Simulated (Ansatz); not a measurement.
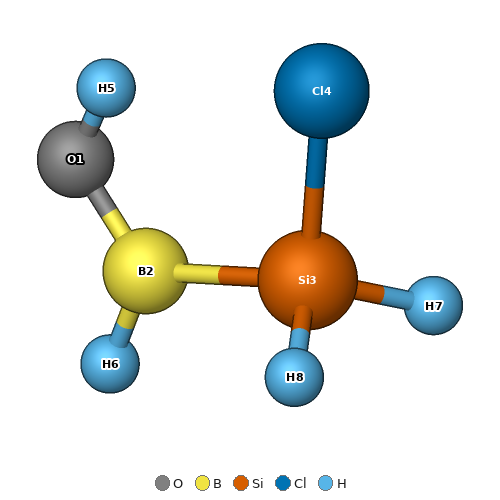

The system is BClH4OSi, SMILES OB[SiH2]Cl; the picture shows the reference structure. Coordinates scanned: (1) dihedral O1–B2–Si3–Cl4; (2) dihedral H5–O1–B2–Si3. Nothing is relaxed (all other coordinates rigid). The scan uses an 18 × 18 grid; 186 points were computed and 138 follow by symmetry. Points are written as (first, second). Energies are in kJ/mol, from the lowest grid point. Computed with RHF/def2-SVP (Ansatz 0.2.0).

Its coordinates:

```yaml
atoms:
  - { symbol: O, position_ang: [-0.9327, 1.6067, -0.4472] }
  - { symbol: B, position_ang: [0.1234, 1.0970, 0.1922] }
  - { symbol: Si, position_ang: [0.4525, -0.9285, 0.2018] }
  - { symbol: Cl, position_ang: [-1.1303, -1.7540, -0.9173] }
  - { symbol: H, position_ang: [-1.4915, 0.9735, -0.8772] }
  - { symbol: H, position_ang: [0.8562, 1.8693, 0.7502] }
  - { symbol: H, position_ang: [0.4063, -1.5338, 1.5500] }
  - { symbol: H, position_ang: [1.7161, -1.3303, -0.4525] }
```

Range: dihedral O1–B2–Si3–Cl4 from −180 to 160°; dihedral H5–O1–B2–Si3 from −180 to 160°.

### What will the energy surface look like?

The lowest grid point is at (0°, 0°). Higher local minima lie near (140°, −180°) (6 kJ/mol above the lowest at that grid point); (0°, −180°) (10 kJ/mol above the lowest at that grid point). The highest grid point, (−60°, −80°), lies 74 kJ/mol above the lowest. On the interpolated surface the easiest way out of the lowest well to its copy in the next cell or period passes a barrier of about 17 kJ/mol. Round the minimum the valley is somewhat tilted: raising dihedral O1–B2–Si3–Cl4 shifts the best value of dihedral H5–O1–B2–Si3 downwards (coupling k₁₂/√(k₁₁k₂₂) about 0.3).

| dihedral H5–O1–B2–Si3 ↓, dihedral O1–B2–Si3–Cl4 → | −160 | −120 | −80 | −40 | 0 | 40 | 80 | 120 | 160 |
| --- | --- | --- | --- | --- | --- | --- | --- | --- | --- |
| 160 | 14 | 12 | 14 | 16 | 16 | 17 | 17 | 14 | 14 |
| 120 | 54 | 52 | 52 | 54 | 55 | 57 | 58 | 56 | 54 |
| 80 | 71 | 70 | 70 | 67 | 70 | 73 | 74 | 73 | 73 |
| 40 | 38 | 36 | 36 | 29 | 28 | 36 | 37 | 37 | 40 |
| 0 | 16 | 13 | 14 | 8 | 0 | 8 | 14 | 13 | 16 |
| −40 | 40 | 37 | 37 | 36 | 28 | 29 | 36 | 36 | 38 |
| −80 | 73 | 73 | 74 | 73 | 70 | 67 | 70 | 70 | 71 |
| −120 | 54 | 56 | 58 | 57 | 55 | 54 | 52 | 52 | 54 |
| −160 | 14 | 14 | 17 | 17 | 16 | 16 | 14 | 12 | 14 |

The table holds every second grid line.

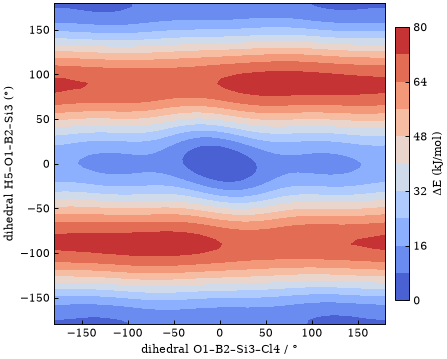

The picture shows filled contours. Between grid points the surface is interpolated.

Time for the 186 points that were run: 6.5 min on 1 thread of Arm Neoverse N1, on a shared host.
